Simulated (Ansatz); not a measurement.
# AlBH (doublet): one geometry, many settings at scale of all distances = 1.296

What do other methods and options give for AlBH (doublet) at this geometry, and how long do they take?

Computed with Ansatz 0.2.0, Gaussian basis. Level: the settings change from run to run.

16 further runs of the same task are left out: 1 for a known fault of the program, 12 that didn't finish, 3 set aside as unsound or not needed.

## Step 1: What is computed

The geometry derives from a PBE0/def2-TZVP stationary point (not a proven minimum). All distances are scaled together.

3 atoms, charge 0, spin multiplicity 2.

Atoms are counted from 1 here; the program's logs count them from 0.

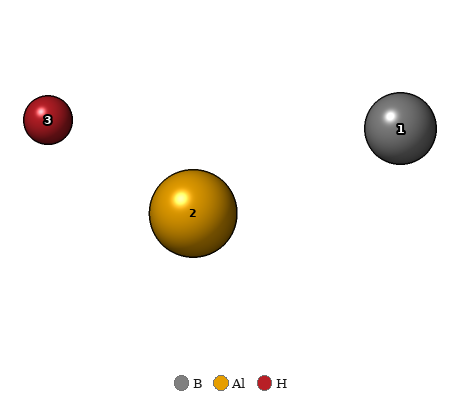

The structure; boron grey, aluminium amber, hydrogen red; atoms are numbered from 1 in the order of the file.

## Step 2: CASCI(3,6)/6-31G*

Input file in.yaml:

```yaml
crystal:
  periodic: [false, false, false]
  atoms:
    - {symbol: B, position_ang: [0.000000, -0.179883, 1.964635]}
    - {symbol: Al, position_ang: [0.000000, 0.125461, -0.709336]}
    - {symbol: H, position_ang: [0.000000, -1.429053, -2.084157]}
basis:
  gaussian: {orbitals: "6-31G*", fitting: {mean_field: def2-universal-jkfit}}
magnetization: {spin_polarized: false, initial_magnetization: 1}
correlation: {active_space: {window: {electrons: 3, orbitals: 6}, fixed_orbitals: true}}
```

Started as:

```sh
$ ansatz run in.yaml --threads 1 --pin off --events-out ev --progress --plain --max-ram 2393MiB
```

Output:

```text
Functional definition: HF
  name "HF"
  cite "Fock, Z. Phys. 61, 126 (1930) doi:10.1007/BF01340294"
  parent pbe
  exchange = exact_x
  correlation = 0
221 factors; integrals over basis functions are off by at most 1.3e-1 eV
mean field evaluation 1: about -7261.9618 eV, gradient 1.1e1 eV
mean field evaluation 2: about -7263.1371 eV, gradient 7.6e0 eV
mean field evaluation 4: about -7263.6446 eV, gradient 9.0e-1 eV
mean field evaluation 8: about -7263.7603 eV, gradient 2.4e-1 eV
mean field evaluation 16: about -7262.7740 eV, gradient 8.2e0 eV
mean field evaluation 32: about -7263.2344 eV, gradient 3.8e0 eV
mean field evaluation 64: about -7261.2706 eV, gradient 5.1e0 eV
mean field evaluation 96: about -7261.9619 eV, gradient 1.1e1 eV
mean field -7263.77490090 eV, -266.9388040447 hartree, gradient 1.7e-6 eV, S^2 0.750000; 13 other end points of the search recorded, 0 dependent functions left out
reference -7263.77490090 eV, -266.9388040447 hartree; 10, 9 occupied and 26, 27 virtual orbitals, 221 factors
state -7264.06436961 eV, -266.9494418237 hartree
Total energy: -7264.06436961 eV, -266.9494418237 hartree
```

Run time: 0.63 s. Hardware: 1 thread of Arm Neoverse V1, shared host.

From the report: 44 determinants; active occupations 1.95, 0.99, 0.04, 0.02, 0.01, 0.00.

## Step 3: MRCISD+Q(relaxed)(5,3)/6-31G

Input file in.yaml:

```yaml
crystal:
  periodic: [false, false, false]
  atoms:
    - {symbol: B, position_ang: [0.000000, -0.179883, 1.964635]}
    - {symbol: Al, position_ang: [0.000000, 0.125461, -0.709336]}
    - {symbol: H, position_ang: [0.000000, -1.429053, -2.084157]}
basis:
  gaussian: {orbitals: 6-31G}
magnetization: {spin_polarized: false, initial_magnetization: 1}
correlation: {method: fic_mrcisd_q_relaxed, electrons: all, active_space: {window: {electrons: 5, orbitals: 3}}}
scf: {lower_state_search: off}
```

Same command.

Output (excerpt; [...] marks lines left out):

```text
Functional definition: HF
  name "HF"
  cite "Fock, Z. Phys. 61, 126 (1930) doi:10.1007/BF01340294"
  parent pbe
[...]
296 factors; integrals over basis functions are off by at most 1.1e-4 eV
[...]
mean field -7263.54674032 eV, -266.9304192978 hartree, gradient 1.6e-6 eV, S^2 0.750000; 0 other end points of the search recorded, 0 dependent functions left out
reference -7263.54674032 eV, -266.9304192978 hartree; 10, 9 occupied and 14, 15 virtual orbitals, 296 factors
state -7263.54674032 eV, -266.9304192978 hartree
contracted CI cycle   1: correlation 0.00000000 eV, 0.0000000000 hartree, residual 9.69e0 eV
contracted CI cycle   2: correlation -2.46793583 eV, -0.0906949691 hartree, residual 3.47e0 eV
contracted CI cycle   3: correlation -2.69209584 eV, -0.0989326973 hartree, residual 1.20e0 eV
contracted CI cycle   4: correlation -2.73738386 eV, -0.1005970015 hartree, residual 6.46e-1 eV
[...]
contracted CI cycle   7: correlation -2.75591228 eV, -0.1012779084 hartree, residual 1.28e-1 eV
contracted CI cycle   8: correlation -2.75634644 eV, -0.1012938633 hartree, residual 5.37e-2 eV
contracted CI cycle   9: correlation -2.75642775 eV, -0.1012968514 hartree, residual 2.55e-2 eV
contracted CI cycle  10: correlation -2.75644460 eV, -0.1012974707 hartree, residual 1.40e-2 eV
contracted CI cycle  11: correlation -2.75644934 eV, -0.1012976448 hartree, residual 6.95e-3 eV
contracted CI cycle  12: correlation -2.75645032 eV, -0.1012976808 hartree, residual 3.22e-3 eV
contracted CI cycle  13: correlation -2.75645053 eV, -0.1012976887 hartree, residual 1.44e-3 eV
state -7263.54674032 eV, -266.9304192978 hartree; corrected -7266.73590862 eV, -267.0476190714 hartree
WARN: 2 active orbitals are nearly empty or full. The corrections depend on them more than the energy does, and are more stable in an active space without them
Total energy: -7266.73590862 eV, -267.0476190714 hartree
Checks for a lower state left out: stability, starts, cluster_reference, orbital_swaps, neighbouring_geometries, increment
```

It took 0.45 s on 1 thread of Arm Neoverse V1, shared host.

From the report: 3 determinants; active occupations 2.00, 2.00, 1.00. The report marks this result as in doubt.

## Step 4: BCCD(T) on ROHF/6-31++G**

Input file in.yaml:

```yaml
crystal:
  periodic: [false, false, false]
  atoms:
    - {symbol: B, position_ang: [0.000000, -0.179883, 1.964635]}
    - {symbol: Al, position_ang: [0.000000, 0.125461, -0.709336]}
    - {symbol: H, position_ang: [0.000000, -1.429053, -2.084157]}
basis:
  gaussian: {orbitals: "6-31++G**"}
magnetization: {spin_polarized: false, initial_magnetization: 1}
correlation: {method: bccd_t, electrons: outside_noble_gas}
output: {forces: true}
```

Launched as before.

Output (excerpt; [...] marks lines left out):

```text
Functional definition: HF
  name "HF"
  cite "Fock, Z. Phys. 61, 126 (1930) doi:10.1007/BF01340294"
  parent pbe
[...]
399 factors; integrals over basis functions are off by at most 8.7e-4 eV
[...]
mean field -7263.91040096 eV, -266.9437835798 hartree, gradient 4.7e-6 eV, S^2 0.750000; 17 other end points of the search recorded, 0 dependent functions left out
[...]
determinant -7263.91040096 eV, -266.9437835798 hartree, with singles and doubles -7267.75401057 eV, -267.0850336279 hartree
determinant -7263.79222297 eV, -266.9394406191 hartree, with singles and doubles -7267.63940813 eV, -267.0808220658 hartree
determinant -7263.29999262 eV, -266.9213514872 hartree, with singles and doubles -7267.21483692 eV, -267.0652193618 hartree
determinant -7261.38178795 eV, -266.8508587659 hartree, with singles and doubles -7265.86911220 eV, -267.0157648903 hartree
[...]
6 core orbitals not correlated: weight in the atoms' cores, before any rotation towards them, 1.000 or more for the frozen orbitals, at most 0.000 for the correlated occupied ones
reference -7263.91040096 eV, -266.9437835798 hartree; 4, 3 occupied and 38, 39 virtual orbitals, 399 factors
second order -2.66111240 eV of doubles, -0.04860814 eV of singles
cycle   1  -3.83681345 eV  change   -9.9e-4 eV  update   2.1e-2
[...]
cycle  33  -3.81732556 eV  change    2.4e-8 eV  update   4.5e-8
perturbative correction -0.16805191 eV, -0.0061757936 hartree
[...]
Total energy: -7267.89577842 eV, -267.0902435003 hartree
Atom 0 at     0.000000    -0.179883     1.964635 Å, force     0.000000     0.060364    -0.889773 eV/Å
Atom 1 at     0.000000     0.125461    -0.709336 Å, force    -0.000000    -1.553594    -0.501788 eV/Å
Atom 2 at     0.000000    -1.429053    -2.084157 Å, force     0.000000     1.493230     1.391561 eV/Å
Dipole moment:     0.000000     0.189077     0.138148 e Å
```

Run time: 12 s. Hardware: 1 thread of Arm Neoverse V1, shared host.

From the report: correlation -3.9854 eV; largest double amplitude 0.10.

## Step 5: CCSDT(Q) on ROHF/6-31G

Input file in.yaml:

```yaml
crystal:
  periodic: [false, false, false]
  atoms:
    - {symbol: B, position_ang: [0.000000, -0.179883, 1.964635]}
    - {symbol: Al, position_ang: [0.000000, 0.125461, -0.709336]}
    - {symbol: H, position_ang: [0.000000, -1.429053, -2.084157]}
basis:
  gaussian: {orbitals: 6-31G, point_charges: [{charge: 1.00, position_ang: [3.165, -0.999, -0.715]}]}
magnetization: {spin_polarized: false, initial_magnetization: 1}
correlation: {method: ccsdt_q, electrons: all}
accuracy: high
scf: {omitted_lower_state_checks: [cluster_reference]}
```

Launched as before.

Output (excerpt; [...] marks lines left out):

```text
Functional definition: HF
  name "HF"
  cite "Fock, Z. Phys. 61, 126 (1930) doi:10.1007/BF01340294"
  parent pbe
[...]
527 factors; integrals over basis functions are off by at most 3.6e-9 eV
[...]
mean field -7263.47021101 eV, -266.9276068978 hartree, gradient 1.9e-8 eV, S^2 0.750000; 11 other end points of the search recorded, 0 dependent functions left out
reference -7263.47021101 eV, -266.9276068978 hartree; 10, 9 occupied and 14, 15 virtual orbitals, 527 factors
second order -1.88724443 eV of doubles, -0.01414979 eV of singles
cycle   1  -2.49145961 eV  change   -5.9e-1 eV  update   1.1e-1
[...]
cycle 167  -3.17357196 eV  change   2.1e-10 eV  update  8.8e-10
perturbative correction -0.00905952 eV, -0.0003329311 hartree
Total energy: -7266.65284249 eV, -267.0445664472 hartree
Checks for a lower state left out: cluster_reference
```

It took 1.9 min on 1 thread of Arm Neoverse V1, shared host; peak memory 0.48 GiB.

From the report: correlation -3.1826 eV; T1 0.120; largest double amplitude 0.12.

## Step 6: All runs side by side

 † marks a result that the program doubts.

| level | correlated | functions | energy (eV) | time |
| --- | --- | --- | --- | --- |
| CASCI(3,6)/6-31G* |  | 36 | -7264.0644 | 0.63 s |
| MRCISD+Q(relaxed)(5,3)/6-31G † | all | 24 | -7266.7359 | 0.45 s |
| BCCD(T) on ROHF/6-31++G** | outside noble gas | 48 | -7267.8958 | 12 s |
| CCSDT(Q) on ROHF/6-31G (beside a point charge) | all | 24 | -7266.6528 | 1.9 min |

## Step 7: Summary of results

| quantity | value |
| --- | --- |
| runs | 4 |
| quickest | MRCISD+Q(relaxed)(5,3)/6-31G †, 0.45 s |
| slowest | CCSDT(Q) on ROHF/6-31G (beside a point charge), 1.9 min |

In words: Total energies in different bases, with other cores or another treatment of relativity can't be set against each other. CCSDT(Q) on ROHF/6-31G (beside a point charge) took 252 times as long as MRCISD+Q(relaxed)(5,3)/6-31G †; the jobs differ in more than the method.
